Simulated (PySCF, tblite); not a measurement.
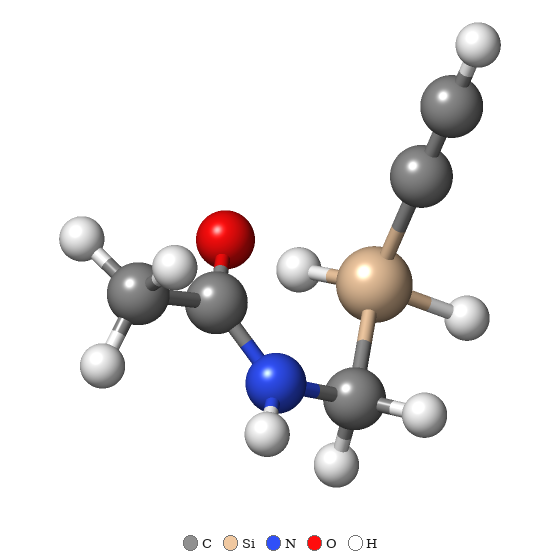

Structure of C₅H₉NOSi, SMILES C#C[SiH2]CNC(C)=O.

Vertical TDDFT excitations, CAM-B3LYP/def2-SVPD with PySCF 2.14.0, at a GFN2-xTB geometry (a minimum by its frequencies), gas phase.

Predict the low-lying singlet excitations and the spectrum.

Answer. The lowest singlet lies at 5.98 eV (207 nm, f = 0.000); the brightest of the first 8 is S7 at 7.25 eV (171 nm), f = 0.063, mixed, the largest part being HOMO−1 → LUMO (29 %). No singlet lies below 3.1 eV (beyond 400 nm), so at this level no vertical transition falls in the visible.


| state | E (eV) | λ (nm) | f | main character |
| --- | --- | --- | --- | --- |
| S1 | 5.98 | 207 | 0.000 | HOMO → LUMO+1 (21 %) |
| S2 | 6.13 | 202 | 0.002 | HOMO−1 → LUMO+1 (29 %) |
| S3 | 6.43 | 193 | 0.002 | HOMO−2 → LUMO+2 (14 %) |
| S4 | 6.65 | 187 | 0.000 | HOMO−2 → LUMO+5 (20 %) |
| S5 | 6.75 | 184 | 0.001 | HOMO → LUMO (48 %) |
| S6 | 7.12 | 174 | 0.055 | HOMO → LUMO+1 (27 %) |
| S7 | 7.25 | 171 | 0.063 | HOMO−1 → LUMO (29 %) |
| S8 | 7.51 | 165 | 0.021 | HOMO → LUMO+2 (24 %) |

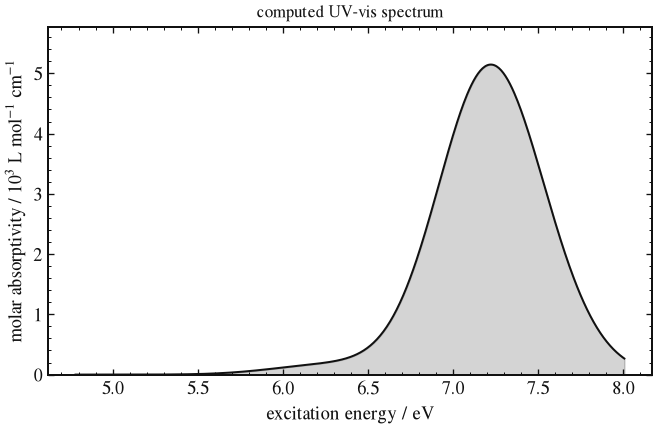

Only the first 8 singlet excitations are included; each is broadened by a Gaussian of 1/e half-width 0.40 eV.

Caveats: the tight-binding geometry is rougher than a DFT one and adds to the error; one conformer of a flexible molecule; core orbitals are frozen in the response.
